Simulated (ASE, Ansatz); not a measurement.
**Relaxing Ti2CO2 MXene, 1 layer, S on O sites (80 atoms)**

Aim: bring Ti2CO2 MXene, 1 layer, S on O sites (80 atoms) to a nearby minimum of the energy and see what moves.

Calculated with Ansatz 0.2.0; Kohn-Sham DFT, r2SCAN, PAW (set soft_2), plane waves.

## (1) The starting structure

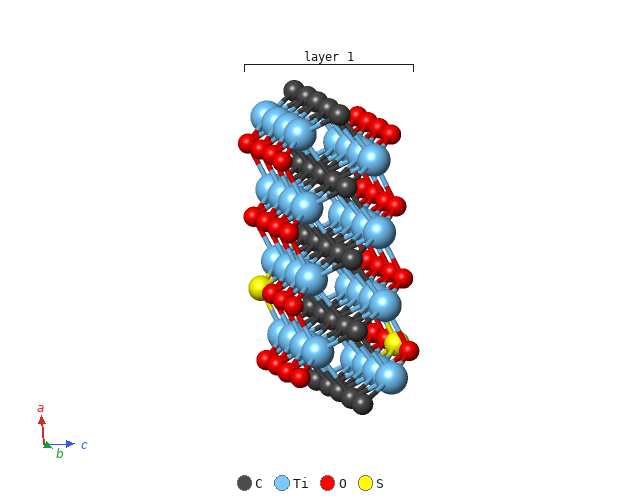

The cell as given, from the side, with the c axis across the page (carbon dark grey, titanium blue, oxygen red, sulfur yellow). Some periodic images of atoms are drawn too.

The cell holds 80 atoms: 16 C, 32 Ti, 30 O and 2 S. Its edges and angles: a = 12.362 Å, b = 12.362 Å, c = 20.440 Å, α = 90.0°, β = 90.0°, γ = 120.0°. It derives from Ti2CO2 (Ti2CO2 MXene). 1 layer of Ti2CO2 MXene (a = 3.03 Å), 4 x 4 cells, biaxial strain +2 %; 16 Å of vacuum; 2 of 32 O replaced by S at random; not relaxed, displaced by a Gaussian of 0.02 Å. Vacuum lies along c.

Limits known from the start: The main run has no spin polarisation, so moments on Ti can't form in it, and no Hubbard term. Only the Γ point is sampled, in a cell whose shortest periodic width is 11 Å.

## (2) Single point at the start

A single point comes first, to see the forces before anything moves.

input.yaml

```yaml
crystal:
  lattice:
    - [12.3624, 0.0, 0.0]
    - [-6.1812, 10.70615, 0.0]
    - [0.0, 0.0, 20.44]
  atoms:
    - { symbol: C, position: [0.99908, 0.00064, 0.49926] }
    - { symbol: Ti, position: [0.08341, 0.16614, 0.56397] }
    - { symbol: Ti, position: [0.16475, 0.08623, 0.43575] }
    - { symbol: O, position: [0.16625, 0.08102, 0.60876] }
    - { symbol: O, position: [0.08382, 0.1692, 0.39208] }
    - { symbol: C, position: [0.99947, 0.25049, 0.5023] }
    - { symbol: Ti, position: [0.08415, 0.41868, 0.56462] }
    - { symbol: Ti, position: [0.16888, 0.33501, 0.43464] }
    - { symbol: O, position: [0.16722, 0.33619, 0.60969] }
    - { symbol: O, position: [0.08684, 0.41839, 0.39115] }
    - { symbol: C, position: [0.00207, 0.50012, 0.50024] }
    - { symbol: Ti, position: [0.08319, 0.66487, 0.56305] }
    - { symbol: Ti, position: [0.16503, 0.58351, 0.43509] }
    - { symbol: S, position: [0.17089, 0.58583, 0.60841] }
    - { symbol: O, position: [0.08243, 0.66559, 0.38953] }
    - { symbol: C, position: [0.99915, 0.74706, 0.50022] }
    - { symbol: Ti, position: [0.08085, 0.91321, 0.56561] }
    - { symbol: Ti, position: [0.16592, 0.83237, 0.43597] }
    - { symbol: O, position: [0.16672, 0.83345, 0.60998] }
    - { symbol: O, position: [0.08489, 0.91902, 0.39181] }
    - { symbol: C, position: [0.25183, 0.99884, 0.50011] }
    - { symbol: Ti, position: [0.33415, 0.16446, 0.56483] }
    - { symbol: Ti, position: [0.41808, 0.08509, 0.435] }
    - { symbol: O, position: [0.41782, 0.08363, 0.60761] }
    - { symbol: S, position: [0.33241, 0.16729, 0.39277] }
    - { symbol: C, position: [0.25138, 0.25122, 0.50073] }
    - { symbol: Ti, position: [0.33527, 0.41769, 0.56493] }
    - { symbol: Ti, position: [0.41263, 0.33248, 0.43691] }
    - { symbol: O, position: [0.41784, 0.33592, 0.60727] }
    - { symbol: O, position: [0.33407, 0.41654, 0.39247] }
    - { symbol: C, position: [0.24761, 0.49643, 0.49936] }
    - { symbol: Ti, position: [0.33376, 0.66368, 0.56662] }
    - { symbol: Ti, position: [0.41329, 0.58408, 0.43595] }
    - { symbol: O, position: [0.41764, 0.58564, 0.60848] }
    - { symbol: O, position: [0.33146, 0.66555, 0.39102] }
    - { symbol: C, position: [0.2466, 0.74851, 0.50097] }
    - { symbol: Ti, position: [0.33201, 0.91397, 0.56449] }
    - { symbol: Ti, position: [0.41647, 0.83033, 0.43492] }
    - { symbol: O, position: [0.41754, 0.83461, 0.60915] }
    - { symbol: O, position: [0.3327, 0.91215, 0.39011] }
    - { symbol: C, position: [0.49883, 0.99853, 0.50143] }
    - { symbol: Ti, position: [0.58274, 0.16638, 0.56257] }
    - { symbol: Ti, position: [0.66557, 0.08463, 0.43515] }
    - { symbol: O, position: [0.66661, 0.08201, 0.61] }
    - { symbol: O, position: [0.57943, 0.16438, 0.38966] }
    - { symbol: C, position: [0.4994, 0.25217, 0.50051] }
    - { symbol: Ti, position: [0.58477, 0.41741, 0.56458] }
    - { symbol: Ti, position: [0.66594, 0.33364, 0.43644] }
    - { symbol: O, position: [0.66854, 0.33265, 0.6091] }
    - { symbol: O, position: [0.58303, 0.41881, 0.39141] }
    - { symbol: C, position: [0.49988, 0.50017, 0.49844] }
    - { symbol: Ti, position: [0.58325, 0.66676, 0.5634] }
    - { symbol: Ti, position: [0.66415, 0.58083, 0.43553] }
    - { symbol: O, position: [0.66307, 0.58363, 0.60807] }
    - { symbol: O, position: [0.58388, 0.66609, 0.39134] }
    - { symbol: C, position: [0.50204, 0.75335, 0.49929] }
    - { symbol: Ti, position: [0.5844, 0.91636, 0.56447] }
    - { symbol: Ti, position: [0.66496, 0.83298, 0.43676] }
    - { symbol: O, position: [0.66698, 0.83249, 0.6072] }
    - { symbol: O, position: [0.58535, 0.91675, 0.39198] }
    - { symbol: C, position: [0.7484, 0.99801, 0.50196] }
    - { symbol: Ti, position: [0.83506, 0.1682, 0.56426] }
    - { symbol: Ti, position: [0.91678, 0.08439, 0.43647] }
    - { symbol: O, position: [0.91555, 0.08189, 0.60929] }
    - { symbol: O, position: [0.83265, 0.1666, 0.38972] }
    - { symbol: C, position: [0.74954, 0.2501, 0.50077] }
    - { symbol: Ti, position: [0.83567, 0.41515, 0.56586] }
    - { symbol: Ti, position: [0.91623, 0.33156, 0.43595] }
    - { symbol: O, position: [0.91637, 0.33055, 0.60721] }
    - { symbol: O, position: [0.83272, 0.41441, 0.39229] }
    - { symbol: C, position: [0.75322, 0.49898, 0.49908] }
    - { symbol: Ti, position: [0.83466, 0.66915, 0.56474] }
    - { symbol: Ti, position: [0.91707, 0.58376, 0.43604] }
    - { symbol: O, position: [0.91616, 0.58057, 0.60718] }
    - { symbol: O, position: [0.83545, 0.66681, 0.39288] }
    - { symbol: C, position: [0.74861, 0.74951, 0.49951] }
    - { symbol: Ti, position: [0.83492, 0.91981, 0.5646] }
    - { symbol: Ti, position: [0.91898, 0.83492, 0.43486] }
    - { symbol: O, position: [0.91536, 0.83264, 0.60806] }
    - { symbol: O, position: [0.83286, 0.91508, 0.39028] }
kpoints:
  mp_grid: { grid: [1, 1, 1] }
hamiltonian:
  xc: r2scan
scf:
  occupations: { method: fermi_dirac, width: 0.025 }
output:
  forces: true
  populations: intrinsic
  dos:
    method: { smearing: { sigma: 0.08 } }
    de: 0.1
    projected:
      site_lists:
        C: [C]
        O: [O]
        S: [S]
        Ti: [Ti]
        layer_1: [0, 1, 2, 3, 4, 5, 6, 7, 8, 9, 10, 11, 12, 13, 14, 15, 16, 17, 18, 19, 20, 21, 22, 23, 24, 25, 26, 27, 28, 29, 30, 31, 32, 33, 34, 35, 36, 37, 38, 39, 40, 41, 42, 43, 44, 45, 46, 47, 48, 49, 50, 51, 52, 53, 54, 55, 56, 57, 58, 59, 60, 61, 62, 63, 64, 65, 66, 67, 68, 69, 70, 71, 72, 73, 74, 75, 76, 77, 78, 79]
  eigenvalues: true
```

Run with:

```
> ansatz run input.yaml --threads 4 --pin off --max-ram 8192MiB --backend cpu --events-out ev --progress --plain --runs-dir out
```

Log:

```text
Engine: ansatz 0.2.0, aarch64-unknown-linux-gnu
Pseudopotentials: kind: paw
Pseudopotential: C, paw, valence charge 4, recommended cutoff 500 eV (meta_gga), C.paw.azcp
Pseudopotential: Ti, paw, valence charge 12, recommended cutoff 500 eV (meta_gga), Ti.paw.azcp
Pseudopotential: O, paw, valence charge 6, recommended cutoff 500 eV (meta_gga), O.paw.azcp
Pseudopotential: S, paw, valence charge 6, recommended cutoff 500 eV (meta_gga), S.paw.azcp
[... 6 lines on functional and potentials left out ...]
Crystal: 80 atoms, lattice volume = 2705.310 Å³
Basis set: ecut = 500 eV, 68787 PW (Γ), exchange–correlation on 384×384×600 points (64 copies of the dense FFT grid, shifted against one another)
Bands: 400, of which v1, the nominal top of the filled ones, is band 320 counted from 1 (319 counted from 0)
Symmetry: 1 space group operations
Space group: P1 (ITA 1), of the structure as read, at distance tolerance 1.4e-4 Å
k-points: 1
[... 13 lines on functional and potentials left out ...]
Initial density: superposition of atomic densities (neutral atoms: chi_scale 0, normalization atom), corrected by the library's trained network
Initial wavefunctions: pseudopotential atomic-orbital guess
Functional: x = r2scan, c = r2scan; τ floored in thin density (d = 2e-4 eV/Å³)
SCF iter   1: F=—  HF=-103119.678929 eV  |F-HF|=—  |Δ(HF+E_count)|=         —  Δρ=1.74e-2  dr2=1.09e1  dr2_τ=5.49e0  ethr=1.77e-3  ⟨swp⟩=7.0  Hψ=1653  notcnv=0  defer=33
preconditioner: auto → Resta (q_TF=auto, 2.146 Å⁻¹)  ε∞=3.3  [insulator: Δε(μ)=0.599 eV  Ē_g=9.319 eV  σ=0.025 eV  W_gap=1.00  n_scr=450 (ndim 8)  ℏωp=14.0 eV  f_vac=0.652  D(μ)=0.00/eV (n_scr^D=0)  ε∞_Penn≈3.3  vacuum switching on, ρ_ref=6.3e-3 e/Å³]
SCF iter   2: F=—  HF=-103121.120095 eV  |F-HF|=—  |Δ(HF+E_count)|=    1.44e0  Δρ=1.43e-2  dr2=5.18e0  dr2_τ=9.65e-1  ethr=1.70e-3  ⟨swp⟩=4.0  Hψ=799  notcnv=0  defer=63
preconditioner: auto → LDOS  [insulator: Δε(μ)=0.222 eV  Ē_g=8.690 eV  σ=0.025 eV  W_gap=0.98  n_scr=450 (ndim 8)  ℏωp=14.0 eV  f_vac=0.654  D(μ)=2.30/eV (n_scr^D=2)  ε∞_Penn≈3.6  β→1.0]
SCF iter   3: F=—  HF=-103120.363362 eV  |F-HF|=—  |Δ(HF+E_count)|=   7.57e-1  Δρ=2.45e-3  dr2=1.63e-1  dr2_τ=1.09e-2  ethr=8.09e-4  ⟨swp⟩=3.0  Hψ=557  notcnv=0  defer=63
SCF iter   4: F=—  HF=-103120.378722 eV  |F-HF|=—  |Δ(HF+E_count)|=   1.54e-2  Δρ=1.19e-3  dr2=3.81e-2  dr2_τ=4.52e-3  ethr=2.55e-5  ⟨swp⟩=3.0  Hψ=699  notcnv=0  defer=63
SCF iter   5: F=—  HF=-103120.377052 eV  |F-HF|=—  |Δ(HF+E_count)|=   1.67e-3  Δρ=4.78e-4  dr2=1.05e-2  dr2_τ=8.18e-4  ethr=5.95e-6  ⟨swp⟩=2.0  Hψ=540  notcnv=0  defer=63
SCF iter   6: F=—  HF=-103120.375432 eV  |F-HF|=—  |Δ(HF+E_count)|=   1.62e-3  Δρ=1.71e-4  dr2=8.73e-4  dr2_τ=3.77e-5  ethr=1.63e-6  ⟨swp⟩=3.0  Hψ=489  notcnv=0  defer=63
SCF iter   7: F=—  HF=-103120.375412 eV  |F-HF|=—  |Δ(HF+E_count)|=   2.01e-5  Δρ=9.15e-5  dr2=3.88e-4  dr2_τ=2.43e-5  ethr=1.36e-7  ⟨swp⟩=3.0  Hψ=676  notcnv=0  defer=63
SCF iter   8: F=—  HF=-103120.375426 eV  |F-HF|=—  |Δ(HF+E_count)|=   1.45e-5  Δρ=4.92e-5  dr2=9.11e-5  dr2_τ=4.18e-6  ethr=6.06e-8  ⟨swp⟩=2.0  Hψ=503  notcnv=0  defer=63
SCF iter   9: F=—  HF=-103120.375414 eV  |F-HF|=—  |Δ(HF+E_count)|=   1.25e-5  Δρ=1.52e-5  dr2=7.43e-6  dr2_τ=3.31e-7  ethr=1.42e-8  ⟨swp⟩=2.0  Hψ=540  notcnv=0  defer=63
SCF iter  10: F=—  HF=-103120.375414 eV  |F-HF|=—  |Δ(HF+E_count)|=   3.17e-7  Δρ=5.30e-6  dr2=1.26e-6  dr2_τ=9.27e-8  ethr=1.16e-9  ⟨swp⟩=4.0  Hψ=854  notcnv=0  defer=63
SCF iter  11: F=-103120.375414 eV  HF=-103120.375414 eV  |F-HF|=1.22e-8  |Δ(HF+E_count)|=   1.56e-8  Δρ=1.69e-6  dr2=6.92e-8  dr2_τ=8.07e-9  ethr=1.56e-11  ⟨swp⟩=16.0  Hψ=2313  notcnv=0
SCF 1 converged in 11 iterations: F = -103120.375414 eV  dr2 = 6.92e-8
  greatest PAW one-centre occupation: 1.001 electrons in one spin orbital (limit 2), on the Ti atom at site 27 (counted from 0), in its partial waves of l = 1
SCF converged after 11 iterations
Free energy (F): -103120.375414 eV
Harris-Foulkes:  -103120.375414 eV  (|F-HF|=1.22e-8)
Internal energy: -103120.375112 eV  (E = F + TS)
E sigma→0 (E₀):  -103120.375263 eV
Entropy (-TS):   -0.000302 eV (-0.004 meV/atom)
Fermi energy:    0.026847 eV
--- Per-component energies (eV) ---
  E_band       = -13485.267896
  E_kinetic    = 15611.776836
  E_local      = -532775.966665  (includes V_loc(G=0)·N_el)
  E_nonlocal   = 2002.470756
  E_hartree    = 258341.906289
  E_xc         = -6155.162122
  E_vxc        = -8713.158288  (∫ρ·V_xc dr)
  E_paw        = -41366.634892  (= ΣΔE_a)
  E_vpaw       = -6861.360668  (= ΣTr[D̂ρ^β])
  E_aug_tail   = 0.033141  (compensation charges beyond the density's cutoff)
  E_vtau       = 567.149516  (kinetic-family band-sum trace: ∫τ·v_τ [+ j·A + Jᵃ·Aᵃ] dr)
  E_ewald      = 201230.886315
  E_core_change = -9.684770  (= ΣΔE_core)
  E_smearing   = -0.000302  (= −TS)
  E_closure    = -0.000000  (closes the sum)
  Σ components = -103120.375414   (vs F -103120.375414, Δ=0.00e0)
--- Forces (eV/Å), atoms counted from 1 ---
  atom   1  C     -0.09379796     0.03389786     0.49319389
  atom   2  Ti     0.02321263     0.25631943     0.29681124
  atom   3  Ti    -5.28571069    -3.58824123     3.74318392
  atom   4  O     -0.02923647     0.08242133    -0.84759638
  atom   5  O     -0.13634835    -0.13033970     0.41341617
  atom   6  C      0.09489726    -0.50097275    -0.96290462
  atom   7  Ti     0.39948121    -6.89446906    -3.75945873
  atom   8  Ti    -0.44735839     0.33342908     0.24170798
  atom   9  O      0.33140392    -0.27224128    -0.84855293
  atom  10  O     -0.27279937    -0.27399094     0.76502791
  atom  11  C     -0.02051623    -0.04230382    -0.09806977
  atom  12  Ti    -5.43807158     3.24301404    -3.59129929
  atom  13  Ti    -0.20040407    -0.07549497    -0.30411611
  atom  14  S     -1.67100546    -0.59857987    11.98034562
[...]
atom  79  O      0.27693153    -0.05227489    -0.43343439
  atom  80  O      0.13874243     0.31045848     1.14023674
  max |Σ_I F_I| component: 1.87e-4 eV/Å
--- Band table (eV) ---
  k-point 0: bands = ["-60.4954", "-60.4793", "-60.4669", "-60.4609", [... 384 levels ...], "2.2943", "2.3125", "2.3555", "2.3640", "2.3789", "2.3960", "2.4079", "2.4259", "2.4574", "2.4816", "2.4851", "2.4943"]
--- intrinsic populations: 80 sites ---
  site symbol       q [e]
     0      C      5.0180
     1     Ti     10.7814
     2     Ti     11.0231
[...]
79      O      6.7190
  spilling = -0.000000 (of n_electrons = 640.000000)
```

The job ended after 1.9 min (4 threads of Arm Neoverse V2, shared host; peak memory 7.5 GiB; 7.5 min of CPU time).

Read from the output:

| Item | Value |
| --- | --- |
| free energy | -103120.3754 eV |
| free energy per atom | -1289.0047 eV/atom |
| SCF cycles | 11 |
| r.m.s. force component | 1.702 eV/Å |
| longest force | 12.11 eV/Å |
| Fermi energy | 0.02685 eV |
| gap (highest filled to lowest empty level) | 0.4141 eV |

The r.m.s. force component of 1.7 eV/Å sets the starting point.

Length of the force by element:

| element | coordination | atoms | mean length of the force (eV/Å) | spread | least | most |
| --- | --- | --- | --- | --- | --- | --- |
| C | all | 16 | 0.595 | 0.214 | 0.109 | 1.09 |
| O | all | 30 | 0.745 | 0.253 | 0.315 | 1.24 |
| S | all | 2 | 11.8 | 0.311 | 11.5 | 12.1 |
| Ti | all | 32 | 1.93 | 2.92 | 0.0554 | 9.39 |

[end of part 1 of 3]

[Logs are printed without paths, hosts, clocks, repeated set-up lines and the standing remarks that a program may print on its own settings, such as how far it seeks lower states.]

[Hosts, paths, dates, database ids (printed as entryN), source tags and the programs' standing remarks are cut or masked in the printed files.]
